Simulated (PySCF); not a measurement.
# C3H2FN3: electronic excitations and core binding energies

What electronic excitations and core binding energies should C3H2FN3 (`Fc1ccnnn1`) show?

The runs use PySCF 2.14.0, with density-fitted response routines of our own; the level of theory stands in each step. All values are computed, except where a source is named. Atoms count from 0, in the outputs and in this text.

### Step 1. The starting structure

9 atoms, charge 0, multiplicity 1; geometry from: GFN2-xTB.

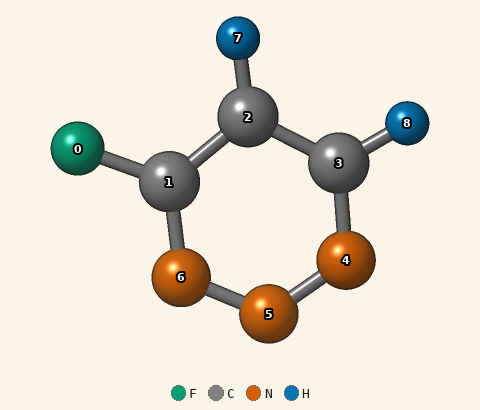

The starting geometry (fluorine teal, carbon grey, nitrogen orange, hydrogen blue), atoms numbered.

### Step 2. Excited states and response: CAM-B3LYP/def2-SVPD

What the job is given:

```
{"job": {"kind": "uv", "xc": "CAM-B3LYP", "basis": "def2-SVPD", "nstates": 8, "ntriplets": 3}, "charge": 0, "multiplicity": 1}
F      2.390251     0.398305     0.068737
C      1.135863    -0.035074     0.033642
C      0.078773     0.868624    -0.010121
C     -1.164299     0.254745    -0.043581
N     -1.281863    -1.068770    -0.030161
N     -0.242142    -1.819437     0.011998
N      0.957207    -1.341298     0.042609
H      0.228371     1.935510    -0.016651
H     -2.088598     0.813388    -0.081651
```

Level: TDDFT CAM-B3LYP/def2-SVPD, vertical, gas phase, core orbitals frozen in the response.

Output:

```text
coarse grid: 8776 points
cycle   1  E = -378.9849495295  dE =  1.569e+00  |g| = 6.124e-01  |ddm| = 5.507e+00
cycle   2  E = -378.9829576520  dE =  1.992e-03  |g| = 6.806e-01  |ddm| = 1.875e+00
cycle   3  E = -379.0633651185  dE = -8.041e-02  |g| = 8.996e-02  |ddm| = 9.598e-01
cycle   4  E = -379.0646635499  dE = -1.298e-03  |g| = 3.405e-02  |ddm| = 2.081e-01
cycle   5  E = -379.0648904761  dE = -2.269e-04  |g| = 1.404e-02  |ddm| = 8.402e-02
cycle   6  E = -379.0649318131  dE = -4.134e-05  |g| = 3.994e-03  |ddm| = 2.938e-02
cycle   7  E = -379.0649355681  dE = -3.755e-06  |g| = 9.370e-04  |ddm| = 8.381e-03
final grid: 88952 points
cycle   8  E = -379.1188494930  dE = -2.161e-05  |g| = 3.255e-03  |ddm| = 7.069e-02
cycle   9  E = -379.1188488301  dE =  6.629e-07  |g| = 3.960e-03  |ddm| = 1.531e-02
cycle  10  E = -379.1188518057  dE = -2.976e-06  |g| = 3.906e-04  |ddm| = 5.795e-03
cycle  11  E = -379.1188518340  dE = -2.829e-08  |g| = 1.778e-04  |ddm| = 1.017e-03
cycle  12  E = -379.1188518403  dE = -6.334e-09  |g| = 8.332e-05  |ddm| = 4.507e-04
cycle  13  E = -379.1188518417  dE = -1.440e-09  |g| = 1.372e-05  |ddm| = 1.800e-04
cycle  14  E = -379.1188518418  dE = -5.218e-11  |g| = 5.419e-06  |ddm| = 4.145e-05
converged SCF energy = -379.1188518418

Static polarisability (au): isotropic 52.018, principal 32.781 59.544 63.730

Singlet excitations
state   eV       nm        f      main configurations
  1   3.5694    347.4   0.00473   H->L 0.97
  2   4.2363    292.7   0.00038   H->L+1 0.97
  3   4.5278    273.8   0.00049   H-1->L 0.97
  4   5.0865    243.8   0.00415   H-1->L+1 0.98
  5   6.0296    205.6   0.01130   H-2->L 0.50, H-3->L 0.18, H-3->L+1 0.16
  6   6.7870    182.7   0.03070   H-2->L+1 0.34, H-3->L 0.29, H-2->L 0.29
  7   7.3913    167.7   0.00588   H->L+2 0.81
  8   7.6170    162.8   0.00010   H-4->L 0.93

Triplet excitations (Tamm-Dancoff, eV): 2.6095 3.6908 4.2413
```

It took 45 s on 1 thread, shared host.

The orbitals next to the gap, with their largest atomic shares:

```tsv
orbital	eV	atoms
HOMO−3	-11.39	N6 26 %, C3 25 %, N4 15 %
HOMO−2	-10.85	C2 24 %, C1 19 %, N4 15 %
HOMO−1	-10.02	N4 37 %, N6 36 %, C1 6 %
HOMO	-8.97	N5 46 %, N4 24 %, N6 16 %
LUMO	-1.22	N5 25 %, C2 22 %, N6 17 %
LUMO+1	-0.69	C1 23 %, N4 21 %, C3 18 %
LUMO+2	1.10	C2 27 %, C3 24 %, H7 18 %
```

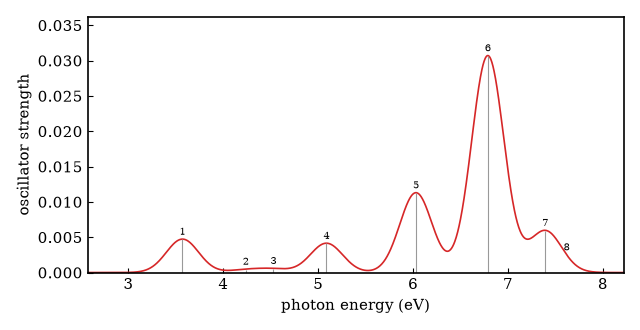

Absorption spectrum from the 8 singlet states computed; above the last one it falls off for lack of states. Lines are broadened to a width of 0.40 eV (Gaussian).

Further results of this job:

```tsv
property	computed
dipole moment (D)	4.66
polarisability (Å³)	7.71
HOMO–LUMO gap (eV)	7.75
−ε(HOMO) (eV)	8.97
```

### Step 3. Core holes by ΔSCF: SCAN, X2C

The job, as its differences from that of step 2:

```diff
@@ -1,2 +1,2 @@
-{"job": {"kind": "uv", "xc": "CAM-B3LYP", "basis": "def2-SVPD", "nstates": 8, "ntriplets": 3}, "charge": 0, "multiplicity": 1}
+{"job": {"kind": "xps"}, "charge": 0, "multiplicity": 1}
 F      2.390251     0.398305     0.068737
```

With the program's defaults for keys left out, this is: delta-SCF UKS SCAN, pcX-2 on the ionised atom, pcseg-1 elsewhere, spin-free X2C.

Output:

```text
ground state, core basis on atom 0 (F), 139 functions
  cycle   1  E = -379.52485478  |g| = 6.10e-01
  cycle   2  E = -379.42245708  |g| = 1.01e+00
  cycle   3  E = -379.58208666  |g| = 1.44e-01
  cycle   4  E = -379.58436341  |g| = 9.59e-02
  cycle   5  E = -379.58646724  |g| = 2.04e-02
  cycle   6  E = -379.58653613  |g| = 1.15e-02
  cycle   7  E = -379.58656853  |g| = 1.86e-03
  cycle   8  E = -379.58656869  |g| = 1.01e-03
  cycle   9  E = -379.58656767  |g| = 3.09e-04
  E(ground) = -379.59771187 Eh
hole in F 1s of atom 0
  cycle   1  E = -353.16981362  |g| = 2.58e+00
  cycle   2  E = -351.00042531  |g| = 2.85e+00
  cycle   3  E = -351.81964884  |g| = 2.00e+00
  cycle   4  E = -353.93877706  |g| = 5.56e-01
  cycle   5  E = -353.94355449  |g| = 5.13e-01
  cycle   6  E = -354.05705267  |g| = 1.49e-01
  cycle   7  E = -354.06551212  |g| = 7.53e-02
  cycle   8  E = -354.06857715  |g| = 1.26e-02
  cycle   9  E = -354.06862146  |g| = 8.36e-03
  cycle  10  E = -354.06865472  |g| = 2.14e-03
  cycle  11  E = -354.06865790  |g| = 1.35e-03
  cycle  12  E = -354.06865972  |g| = 8.20e-04
  cycle  13  E = -354.06866108  |g| = 7.09e-04
  cycle  14  E = -354.06866511  |g| = 5.89e-04
  cycle  15  E = -354.06867095  |g| = 3.56e-04
  E(ion) = -354.08609756 Eh   <S^2> = 0.7593   hole on atom = 1.000   binding energy = 694.206 eV
ground state, core basis on atom 1 (C), 139 functions
  cycle   1  E = -379.54856301  |g| = 1.08e-01
  cycle   2  E = -379.54521364  |g| = 1.69e-01
  cycle   3  E = -379.54980107  |g| = 2.11e-02
  cycle   4  E = -379.54981271  |g| = 1.75e-02
  cycle   5  E = -379.54988530  |g| = 2.06e-03
  cycle   6  E = -379.54988506  |g| = 9.77e-04
  cycle   7  E = -379.54988542  |g| = 1.46e-04
  E(ground) = -379.55986799 Eh
hole in C 1s of atom 1
  cycle   1  E = -368.13684334  |g| = 1.52e+00
  cycle   2  E = -363.11000999  |g| = 3.42e+00
  cycle   3  E = -366.63757347  |g| = 2.05e+00
  cycle   4  E = -368.63588639  |g| = 4.42e-01
  cycle   5  E = -368.62430656  |g| = 4.15e-01
  cycle   6  E = -368.69267805  |g| = 1.37e-01
  cycle   7  E = -368.70160601  |g| = 4.82e-02
  cycle   8  E = -368.70260924  |g| = 2.78e-02
  cycle   9  E = -368.70301899  |g| = 7.99e-03
  cycle  10  E = -368.70313250  |g| = 6.54e-03
  cycle  11  E = -368.70323366  |g| = 6.06e-03
  cycle  12  E = -368.70335037  |g| = 3.65e-03
  cycle  13  E = -368.70342659  |g| = 1.99e-03
  cycle  14  E = -368.70344560  |g| = 1.10e-03
  cycle  15  E = -368.70344869  |g| = 5.85e-04
  cycle  16  E = -368.70345009  |g| = 5.12e-04
  cycle  17  E = -368.70345105  |g| = 3.69e-04
  E(ion) = -368.71327331 Eh   <S^2> = 0.8301   hole on atom = 1.000   binding energy = 295.151 eV
ground state, core basis on atom 2 (C), 139 functions
  cycle   1  E = -379.54406352  |g| = 5.98e-02
  cycle   2  E = -379.54384689  |g| = 3.70e-02
  cycle   3  E = -379.54371825  |g| = 4.20e-02
  cycle   4  E = -379.54415321  |g| = 1.18e-02
  cycle   5  E = -379.54418720  |g| = 1.06e-03
  cycle   6  E = -379.54418763  |g| = 6.18e-04
  cycle   7  E = -379.54418812  |g| = 1.69e-04
  E(ground) = -379.55403343 Eh
hole in C 1s of atom 2
  cycle   1  E = -368.22591085  |g| = 1.51e+00
  cycle   2  E = -365.85280451  |g| = 2.55e+00
  cycle   3  E = -368.30043014  |g| = 9.58e-01
  cycle   4  E = -368.70048888  |g| = 4.50e-01
  cycle   5  E = -368.79115727  |g| = 1.47e-01
  cycle   6  E = -368.79758925  |g| = 7.58e-02
  cycle   7  E = -368.79966432  |g| = 1.65e-02
  cycle   8  E = -368.79977613  |g| = 1.08e-02
  cycle   9  E = -368.79983755  |g| = 5.96e-03
  cycle  10  E = -368.79987318  |g| = 2.96e-03
  cycle  11  E = -368.79989851  |g| = 1.91e-03
  cycle  12  E = -368.79990609  |g| = 1.75e-03
  cycle  13  E = -368.79991213  |g| = 6.32e-04
  cycle  14  E = -368.79991295  |g| = 3.86e-04
  E(ion) = -368.80946762 Eh   <S^2> = 0.7870   hole on atom = 1.000   binding energy = 292.375 eV
ground state, core basis on atom 3 (C), 139 functions
  cycle   1  E = -379.54545839  |g| = 5.93e-02
  cycle   2  E = -379.54534690  |g| = 3.04e-02
  cycle   3  E = -379.54530522  |g| = 3.24e-02
  cycle   4  E = -379.54555112  |g| = 9.34e-03
  cycle   5  E = -379.54557315  |g| = 1.27e-03
  cycle   6  E = -379.54557333  |g| = 5.05e-04
  cycle   7  E = -379.54557265  |g| = 1.54e-04
  E(ground) = -379.55538067 Eh
hole in C 1s of atom 3
  cycle   1  E = -368.20789955  |g| = 1.51e+00
  cycle   2  E = -365.74817780  |g| = 2.54e+00
  cycle   3  E = -368.04822472  |g| = 1.18e+00
  cycle   4  E = -368.67983082  |g| = 4.61e-01
  cycle   5  E = -368.75375112  |g| = 2.30e-01
  cycle   6  E = -368.77185245  |g| = 1.26e-01
  cycle   7  E = -368.77885587  |g| = 4.23e-02
  cycle   8  E = -368.77970286  |g| = 1.55e-02
  cycle   9  E = -368.77985194  |g| = 7.38e-03
  cycle  10  E = -368.77992802  |g| = 4.72e-03
  cycle  11  E = -368.77999786  |g| = 4.02e-03
  cycle  12  E = -368.78004125  |g| = 2.11e-03
  cycle  13  E = -368.78005067  |g| = 1.71e-03
  cycle  14  E = -368.78005333  |g| = 7.49e-04
  cycle  15  E = -368.78005534  |g| = 3.80e-04
  E(ion) = -368.78885701 Eh   <S^2> = 0.8069   hole on atom = 1.000   binding energy = 292.972 eV
ground state, core basis on atom 4 (N), 139 functions
  cycle   1  E = -379.55648931  |g| = 7.53e-02
  cycle   2  E = -379.55636455  |g| = 3.19e-02
  cycle   3  E = -379.55615105  |g| = 4.28e-02
  cycle   4  E = -379.55658635  |g| = 9.45e-03
  cycle   5  E = -379.55660620  |g| = 1.86e-03
  cycle   6  E = -379.55660724  |g| = 5.52e-04
  cycle   7  E = -379.55660687  |g| = 9.72e-05
  E(ground) = -379.56546971 Eh
hole in N 1s of atom 4
  cycle   1  E = -363.91052776  |g| = 1.86e+00
  cycle   2  E = -361.67217664  |g| = 2.85e+00
  cycle   3  E = -364.08263707  |g| = 1.02e+00
  cycle   4  E = -364.38541144  |g| = 6.92e-01
  cycle   5  E = -364.61029419  |g| = 1.67e-01
  cycle   6  E = -364.61724680  |g| = 9.46e-02
  cycle   7  E = -364.62035390  |g| = 3.62e-02
  cycle   8  E = -364.62099265  |g| = 1.01e-02
  cycle   9  E = -364.62105063  |g| = 4.96e-03
  cycle  10  E = -364.62107430  |g| = 3.11e-03
  cycle  11  E = -364.62109076  |g| = 2.35e-03
  cycle  12  E = -364.62110352  |g| = 1.53e-03
  cycle  13  E = -364.62111819  |g| = 1.06e-03
  cycle  14  E = -364.62112187  |g| = 8.40e-04
  cycle  15  E = -364.62112330  |g| = 3.15e-04
  E(ion) = -364.62912245 Eh   <S^2> = 0.7833   hole on atom = 1.000   binding energy = 406.439 eV
ground state, core basis on atom 5 (N), 139 functions
  cycle   1  E = -379.55835732  |g| = 7.53e-02
  cycle   2  E = -379.55819821  |g| = 3.27e-02
  cycle   3  E = -379.55757553  |g| = 5.91e-02
  cycle   4  E = -379.55845762  |g| = 4.82e-03
  cycle   5  E = -379.55846087  |g| = 2.35e-03
  cycle   6  E = -379.55846213  |g| = 4.52e-04
  E(ground) = -379.56745964 Eh
hole in N 1s of atom 5
  cycle   1  E = -363.87730134  |g| = 1.85e+00
  cycle   2  E = -361.86563021  |g| = 2.72e+00
  cycle   3  E = -364.10990239  |g| = 9.55e-01
  cycle   4  E = -364.32727362  |g| = 6.83e-01
  cycle   5  E = -364.56605495  |g| = 2.10e-01
  cycle   6  E = -364.57913478  |g| = 1.22e-01
  cycle   7  E = -364.58401734  |g| = 6.78e-02
  cycle   8  E = -364.58615185  |g| = 1.78e-02
  cycle   9  E = -364.58630273  |g| = 6.90e-03
  cycle  10  E = -364.58635295  |g| = 4.17e-03
  cycle  11  E = -364.58639128  |g| = 3.41e-03
  cycle  12  E = -364.58641415  |g| = 2.08e-03
  cycle  13  E = -364.58643046  |g| = 8.69e-04
  cycle  14  E = -364.58643120  |g| = 7.76e-04
  cycle  15  E = -364.58643200  |g| = 2.17e-04
  E(ion) = -364.59433502 Eh   <S^2> = 0.8011   hole on atom = 1.000   binding energy = 407.439 eV
ground state, core basis on atom 6 (N), 139 functions
  cycle   1  E = -379.55690507  |g| = 7.51e-02
  cycle   2  E = -379.55666048  |g| = 3.71e-02
  cycle   3  E = -379.55608464  |g| = 5.88e-02
  cycle   4  E = -379.55699902  |g| = 7.59e-03
  cycle   5  E = -379.55701045  |g| = 1.57e-03
  cycle   6  E = -379.55701093  |g| = 7.03e-04
  cycle   7  E = -379.55701070  |g| = 1.20e-04
  E(ground) = -379.56579863 Eh
hole in N 1s of atom 6
  cycle   1  E = -363.90450740  |g| = 1.86e+00
  cycle   2  E = -361.84559374  |g| = 2.82e+00
  cycle   3  E = -364.15096506  |g| = 9.73e-01
  cycle   4  E = -364.38399251  |g| = 7.00e-01
  cycle   5  E = -364.60418855  |g| = 1.74e-01
  cycle   6  E = -364.61256641  |g| = 8.85e-02
  cycle   7  E = -364.61509177  |g| = 2.85e-02
  cycle   8  E = -364.61541088  |g| = 1.01e-02
  cycle   9  E = -364.61545852  |g| = 5.69e-03
  cycle  10  E = -364.61548094  |g| = 3.15e-03
  cycle  11  E = -364.61549304  |g| = 2.01e-03
  cycle  12  E = -364.61550164  |g| = 1.24e-03
  cycle  13  E = -364.61551080  |g| = 9.39e-04
  cycle  14  E = -364.61551505  |g| = 8.34e-04
  cycle  15  E = -364.61551787  |g| = 6.12e-04
  cycle  16  E = -364.61551842  |g| = 2.72e-04
  E(ion) = -364.62389408 Eh   <S^2> = 0.7805   hole on atom = 1.000   binding energy = 406.590 eV
```

Run time: 2.6 min. Hardware: 1 thread, shared host.

Binding energies by hole, beside the orbital energy of the ground state; the difference holds orbital relaxation and, for a density functional, its self-interaction error:

```tsv
hole	stands for	environment	ΔSCF (eV)	−ε (eV)	⟨S²⟩
F1s on F0	F0	aryl fluorine	694.21	668.4	0.759
C1s on C1	C1	aromatic carbon bearing fluorine	295.15	278.2	0.830
C1s on C2	C2	aromatic CH	292.37	275.6	0.787
C1s on C3	C3	aromatic CH next to a ring nitrogen	292.97	276.2	0.807
N1s on N4	N4	pyridine-type ring nitrogen	406.44	387.6	0.783
N1s on N5	N5	pyridine-type ring nitrogen	407.44	388.5	0.801
N1s on N6	N6	pyridine-type ring nitrogen	406.59	387.8	0.781
```

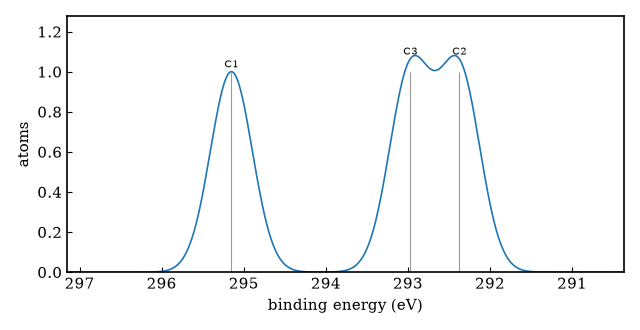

The C1s photoelectron lines, weighted by the number of atoms. Lines are broadened to a width of 0.60 eV (Gaussian).

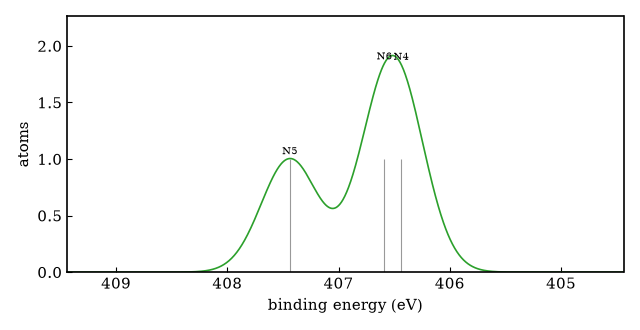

The N1s photoelectron lines, weighted by the number of atoms. Lines are broadened to a width of 0.60 eV (Gaussian).

### Step 4. Summary of results

| quantity | value |
| --- | --- |
| lowest singlet (CAM-B3LYP/def2-SVPD) | 3.57 eV (347 nm), f = 0.005 |
| brightest single state of those computed | state 6, 6.79 eV, f = 0.031 |
| lowest triplet | 2.61 eV |
| C1s binding energies, SCAN/pcX-2 | C1 295.15, C3 292.97, C2 292.37 eV |
| N1s binding energies, SCAN/pcX-2 | N5 407.44, N6 406.59, N4 406.44 eV |
| F1s binding energies, SCAN/pcX-2 | F0 694.21 eV |

**Reading.** The lowest singlet, at 3.57 eV, is HOMO→LUMO 0.97 and is weak; of the 8 states computed, the strongest absorption comes from state 6 at 6.79 eV. The lowest triplet lies 0.96 eV below the lowest singlet (triplets in Tamm-Dancoff, singlets in full TDDFT). C1 (aromatic carbon bearing fluorine) binds its C1s electron 2.78 eV more tightly than C2 (aromatic CH). N5 (pyridine-type ring nitrogen) binds its N1s electron 1.00 eV more tightly than N4 (pyridine-type ring nitrogen).
